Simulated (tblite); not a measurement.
## Geometry relaxation, with input and output: SiBr$_{4}$F (charge −1)

- system: SiBr$_{4}$F, charge −1, SMILES F[Si-](Br)(Br)(Br)Br
- method: GFN2-xTB geometry optimisation, gas phase (tblite 0.8.0)

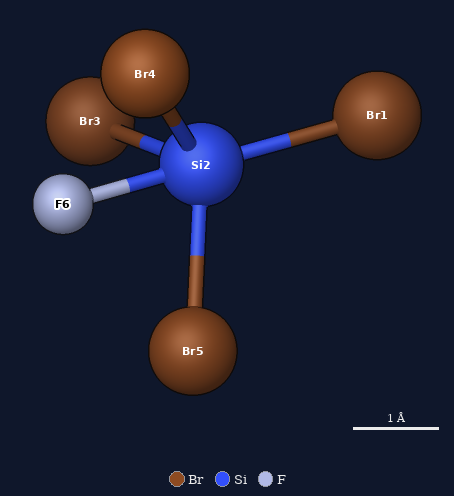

Figure 1. The starting structure (ball-and-stick view, seen at a tilt; atoms are numbered from 1 in the order of the input).

**Results in brief**

| quantity | value |
| --- | --- |
| outcome | converged |
| total energy | −633.5419 eV |
| hardware | 1 CPU thread, shared host |
| peak memory | 0.45 GiB |

**Input file**
```
{"job": {"kind": "relax", "xc": "GFN2-xTB", "basis": "xTB"}, "charge": -1, "multiplicity": 1}
Br     1.830900     0.951800    -0.823900
Si    -0.007800     0.012300    -0.027500
Br     0.416000    -2.140700     0.367700
Br    -1.640200     0.208200    -1.485000
Br    -0.564400     0.979600     1.899800
F     -1.536300    -0.657400     0.571000
```

The first line tells a small driver script what to run in tblite; the rest is the geometry in Å.

Launched with:
```bash
OMP_NUM_THREADS=1 python <driver script> task.json out
```

**Log**
```
step      E/eV     max force
  0    -630.62779    4.752
  1    -631.47201    3.635
  2    -632.97550    1.929
  3    -633.25540    0.927
  4    -633.31400    0.920
  5    -633.36926    0.843
  6    -633.47732    0.795
  7    -633.52655    0.474
  8    -633.53775    0.135
  9    -633.53900    0.085
 10    -633.53935    0.080
 11    -633.54050    0.052
 12    -633.54085    0.048
 13    -633.54101    0.038
 14    -633.54107    0.021
 15    -633.54111    0.016
 16    -633.54113    0.018
 17    -633.54116    0.025
 18    -633.54120    0.032
 19    -633.54129    0.037
 20    -633.54144    0.039
 21    -633.54162    0.046
 22    -633.54175    0.031
 23    -633.54179    0.015
 24    -633.54181    0.011
 25    -633.54182    0.014
 26    -633.54184    0.016
 27    -633.54185    0.011
 28    -633.54185    0.005
```

**Trajectory as extended XYZ (Å, eV, eV/Å), 17 of the 29 frames kept, from step=0 to step=28**
```
6
Properties=species:S:1:pos:R:3:forces:R:3 step=0 energy=-630.62779
Br    1.8309    0.9518   -0.8239    0.7930   0.4150  -0.3440
Si   -0.0078    0.0123   -0.0275   -2.7980  -1.2940   1.3770
Br    0.4160   -2.1407    0.3677    2.1680  -1.5480  -0.2830
Br   -1.6402    0.2082   -1.4850   -0.1820   1.8690  -4.3650
Br   -0.5644    0.9796    1.8998    1.7020   2.6860   1.9710
F    -1.5363   -0.6574    0.5710   -1.6810  -2.1280   1.6440
6
Properties=species:S:1:pos:R:3:forces:R:3 step=2 energy=-632.97550
Br    1.8537    0.9642   -0.8337   -0.6460  -0.3070   0.2820
Si   -0.1845   -0.0673    0.0530   -1.6580  -0.7610   0.6280
Br    0.5537   -2.2285    0.3469    0.9320  -0.0210  -0.2900
Br   -1.6369    0.3176   -1.7294    0.6310   0.5020  -0.6520
Br   -0.4571    1.1399    2.0089    0.8170   0.6970   0.0130
F    -1.6306   -0.7721    0.6563   -0.0750  -0.1100   0.0200
6
Properties=species:S:1:pos:R:3:forces:R:3 step=4 energy=-633.31400
Br    1.8310    0.9541   -0.8238   -0.7760  -0.3640   0.3330
Si   -0.3114   -0.1255    0.1060   -0.0430  -0.0460  -0.0200
Br    0.6418   -2.2576    0.3266    0.2260   0.4670  -0.1940
Br   -1.6067    0.3777   -1.8421    0.5990   0.0270   0.3860
Br   -0.3835    1.2252    2.0453    0.3270  -0.0700  -0.5250
F    -1.6730   -0.8201    0.6901   -0.3340  -0.0150   0.0190
6
Properties=species:S:1:pos:R:3:forces:R:3 step=5 energy=-633.36926
Br    1.8047    0.9419   -0.8125   -0.7120  -0.3320   0.3050
Si   -0.3386   -0.1389    0.1165    0.3480   0.1460  -0.1720
Br    0.6652   -2.2494    0.3171    0.0880   0.4670  -0.1520
Br   -1.5836    0.3901   -1.8528    0.5100  -0.0370   0.4630
Br   -0.3599    1.2394    2.0370    0.2130  -0.1630  -0.5260
F    -1.6895   -0.8293    0.6968   -0.4460  -0.0810   0.0810
6
Properties=species:S:1:pos:R:3:forces:R:3 step=7 energy=-633.52655
Br    1.6777    0.8828   -0.7579   -0.1390  -0.0560   0.0580
Si   -0.3785   -0.1613    0.1287    0.4220   0.1820  -0.1170
Br    0.7228   -2.1841    0.2815   -0.1310   0.0600   0.0100
Br   -1.4827    0.4112   -1.8250   -0.0150  -0.0650   0.1590
Br   -0.2893    1.2514    1.9644   -0.0940  -0.1230  -0.1170
F    -1.7519   -0.8461    0.7104   -0.0430   0.0030   0.0060
6
Properties=species:S:1:pos:R:3:forces:R:3 step=9 energy=-633.53900
Br    1.6759    0.8821   -0.7572   -0.0730  -0.0270   0.0330
Si   -0.3529   -0.1503    0.1199    0.0350   0.0020   0.0210
Br    0.7070   -2.1784    0.2845    0.0050  -0.0490  -0.0030
Br   -1.4871    0.4008   -1.8037   -0.0260   0.0220  -0.0400
Br   -0.3024    1.2358    1.9554   -0.0120   0.0280   0.0060
F    -1.7423   -0.8362    0.7033    0.0700   0.0230  -0.0180
6
Properties=species:S:1:pos:R:3:forces:R:3 step=10 energy=-633.53935
Br    1.6751    0.8819   -0.7568   -0.0680  -0.0260   0.0320
Si   -0.3509   -0.1496    0.1199    0.0200  -0.0020   0.0130
Br    0.7061   -2.1794    0.2847    0.0120  -0.0480  -0.0040
Br   -1.4883    0.4007   -1.8037   -0.0180   0.0230  -0.0380
Br   -0.3035    1.2356    1.9555   -0.0060   0.0350   0.0110
F    -1.7404   -0.8353    0.7026    0.0600   0.0180  -0.0130
6
Properties=species:S:1:pos:R:3:forces:R:3 step=12 energy=-633.54085
Br    1.6634    0.8775   -0.7514   -0.0080  -0.0060   0.0110
Si   -0.3430   -0.1480    0.1209   -0.0130   0.0010  -0.0460
Br    0.7061   -2.1870    0.2844    0.0150  -0.0250  -0.0060
Br   -1.4921    0.4036   -1.8083    0.0100   0.0090   0.0090
Br   -0.3059    1.2398    1.9563    0.0020   0.0370   0.0180
F    -1.7303   -0.8320    0.7003   -0.0070  -0.0150   0.0130
6
Properties=species:S:1:pos:R:3:forces:R:3 step=14 energy=-633.54107
Br    1.6597    0.8758   -0.7494    0.0080  -0.0010   0.0030
Si   -0.3439   -0.1485    0.1198   -0.0010   0.0020  -0.0210
Br    0.7084   -2.1894    0.2834   -0.0020  -0.0070  -0.0060
Br   -1.4912    0.4056   -1.8100    0.0040   0.0000   0.0200
Br   -0.3048    1.2434    1.9570   -0.0090   0.0140  -0.0020
F    -1.7300   -0.8331    0.7012    0.0000  -0.0080   0.0060
6
Properties=species:S:1:pos:R:3:forces:R:3 step=16 energy=-633.54113
Br    1.6601    0.8757   -0.7490    0.0080  -0.0020   0.0010
Si   -0.3438   -0.1484    0.1181   -0.0020  -0.0050   0.0140
Br    0.7083   -2.1904    0.2830   -0.0040  -0.0010  -0.0090
Br   -1.4911    0.4057   -1.8087   -0.0020   0.0040   0.0080
Br   -0.3057    1.2448    1.9572   -0.0090   0.0060  -0.0140
F    -1.7296   -0.8336    0.7015    0.0090  -0.0030   0.0000
6
Properties=species:S:1:pos:R:3:forces:R:3 step=18 energy=-633.54120
Br    1.6615    0.8754   -0.7485    0.0050  -0.0040   0.0010
Si   -0.3431   -0.1484    0.1173    0.0040  -0.0060   0.0310
Br    0.7073   -2.1918    0.2817    0.0010   0.0010  -0.0110
Br   -1.4916    0.4061   -1.8060   -0.0050   0.0090  -0.0090
Br   -0.3081    1.2468    1.9558   -0.0050   0.0060  -0.0170
F    -1.7277   -0.8342    0.7018   -0.0010  -0.0070   0.0050
6
Properties=species:S:1:pos:R:3:forces:R:3 step=19 energy=-633.54129
Br    1.6630    0.8747   -0.7475    0.0040  -0.0060   0.0020
Si   -0.3425   -0.1488    0.1173    0.0130  -0.0030   0.0350
Br    0.7064   -2.1936    0.2794    0.0060   0.0020  -0.0120
Br   -1.4920    0.4071   -1.8031   -0.0070   0.0130  -0.0190
Br   -0.3111    1.2500    1.9534   -0.0030   0.0060  -0.0170
F    -1.7257   -0.8356    0.7026   -0.0140  -0.0120   0.0110
6
Properties=species:S:1:pos:R:3:forces:R:3 step=21 energy=-633.54162
Br    1.6680    0.8705   -0.7426    0.0030  -0.0110   0.0020
Si   -0.3409   -0.1516    0.1202    0.0300   0.0100   0.0140
Br    0.7052   -2.2004    0.2686    0.0140   0.0050  -0.0080
Br   -1.4927    0.4134   -1.7933   -0.0090   0.0130  -0.0280
Br   -0.3219    1.2648    1.9420   -0.0030  -0.0010  -0.0070
F    -1.7195   -0.8429    0.7072   -0.0340  -0.0160   0.0260
6
Properties=species:S:1:pos:R:3:forces:R:3 step=23 energy=-633.54179
Br    1.6700    0.8675   -0.7397    0.0040  -0.0110   0.0020
Si   -0.3402   -0.1532    0.1232    0.0050   0.0060  -0.0100
Br    0.7062   -2.2033    0.2624    0.0070   0.0070  -0.0020
Br   -1.4927    0.4177   -1.7905   -0.0050   0.0030  -0.0060
Br   -0.3265    1.2728    1.9357   -0.0070  -0.0060   0.0020
F    -1.7186   -0.8477    0.7111   -0.0040   0.0020   0.0140
6
Properties=species:S:1:pos:R:3:forces:R:3 step=24 energy=-633.54181
Br    1.6700    0.8673   -0.7398    0.0040  -0.0100   0.0020
Si   -0.3402   -0.1531    0.1231   -0.0040   0.0020  -0.0090
Br    0.7066   -2.2029    0.2625    0.0050   0.0070  -0.0010
Br   -1.4928    0.4178   -1.7912   -0.0030   0.0010  -0.0010
Br   -0.3263    1.2724    1.9359   -0.0070  -0.0050   0.0020
F    -1.7191   -0.8476    0.7115    0.0050   0.0060   0.0070
6
Properties=species:S:1:pos:R:3:forces:R:3 step=26 energy=-633.54184
Br    1.6706    0.8661   -0.7396    0.0020  -0.0060   0.0010
Si   -0.3401   -0.1528    0.1225   -0.0130  -0.0040   0.0010
Br    0.7073   -2.2022    0.2622    0.0020   0.0050  -0.0010
Br   -1.4933    0.4181   -1.7917   -0.0010  -0.0010   0.0040
Br   -0.3273    1.2719    1.9360   -0.0030  -0.0020   0.0010
F    -1.7190   -0.8473    0.7127    0.0130   0.0080  -0.0050
6
Properties=species:S:1:pos:R:3:forces:R:3 step=28 energy=-633.54185
Br    1.6717    0.8645   -0.7388    0.0000  -0.0020  -0.0010
Si   -0.3402   -0.1529    0.1223   -0.0030  -0.0010   0.0030
Br    0.7077   -2.2023    0.2607    0.0010   0.0010   0.0000
Br   -1.4939    0.4190   -1.7906   -0.0010   0.0000   0.0010
Br   -0.3294    1.2732    1.9347    0.0000   0.0020   0.0010
F    -1.7177   -0.8476    0.7138    0.0020   0.0000  -0.0050
```

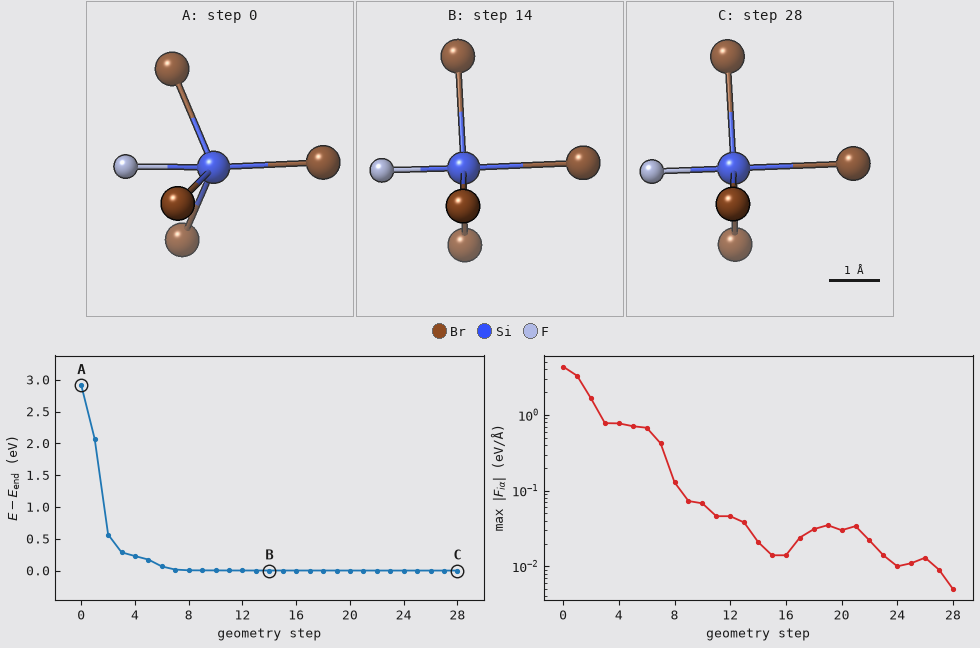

Figure 2. Frames of the relaxation (ball-and-stick view, seen at a tilt) above the curves, on which the letters mark them (steps are counted from 0).

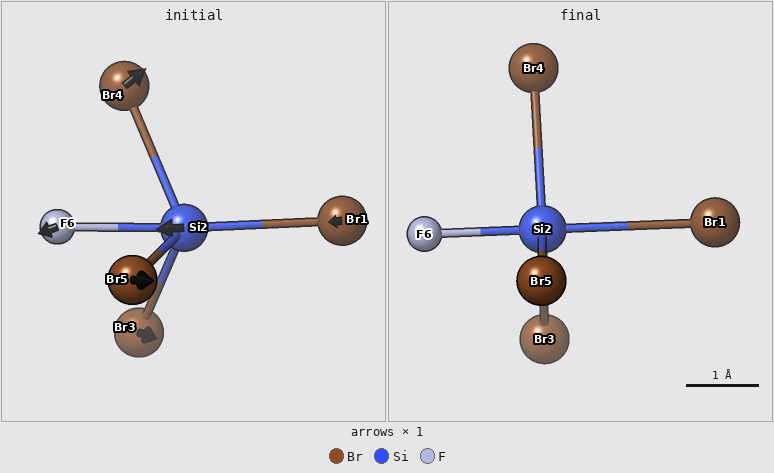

Figure 3. Before (left) and after (right) the relaxation, at one scale (ball-and-stick view, seen at a tilt). The black arrows give the displacements, at true length. Over 28 geometry steps the energy falls by 2.914 eV. The largest force component goes from 4.4 to 0.005 eV/Å. The largest moves after the best rigid fit, 0.40 Å, are those of Si2 and Br4. Largest moves by element: Si 0.40 Å, Br 0.40 Å, F 0.30 Å. Distances before and after: Br1–Si2 2.213 → 2.413 Å, Si2–F6 1.773 → 1.652 Å, Si2–Br4 2.197 → 2.306 Å, Si2–Br3 2.230 → 2.306 Å. Among the angles that change: Br4–Si2–F6 67.5° → 89.1°, Br5–Si2–F6 69.9° → 89.0°, Br1–Si2–Br4 109.9° → 90.9°. (Atoms are counted from 1 in the order of the input.)
